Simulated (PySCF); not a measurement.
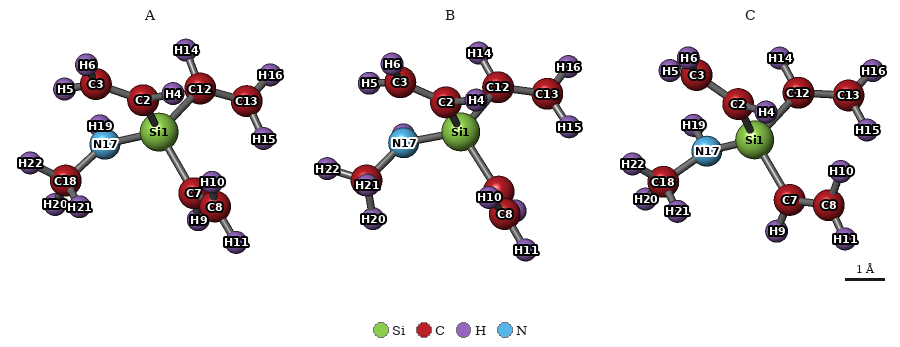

3 geometries from one relaxation of C₇H₁₃NSi, in shuffled order. Style: ball-and-stick. Shown face on.

The start comes from GFN2-xTB. Its atoms were then displaced at random by about 0.03 Å.

Level of theory: PySCF 2.14.0, density-fitted response routines, PBE0-D3(BJ)/def2-SVP geometry optimisation, gas phase. 

### Order the frames from highest to lowest energy.

C, A, B. They are steps 0, 9, 30, at +1.238 eV, +0.042 eV relative to the last. The atom that moves furthest after the best rigid fit is H10 (1.60 Å). Largest moves by element: H 1.60 Å, C 0.69 Å, N 0.28 Å, Si 0.27 Å. Among the contacts that change: C8–H11 0.999 → 1.096 Å, Si1–C12 1.967 → 1.871 Å, C2–H4 1.182 → 1.098 Å, C13–H16 1.024 → 1.096 Å. Among the angles between lasting bonds that change: C12–C13–H15 112.6° → 121.7°, C12–C13–H16 130.6° → 122.3°, C2–Si1–N17 116.7° → 108.5°. Groups turn about Si1–C7 by about 60°. After 30 geometry steps the energy has fallen by 1.238 eV. The run took 5.9 min on 2 threads of Intel(R) Xeon(R) CPU @ 2.60GHz, with other jobs on the host.
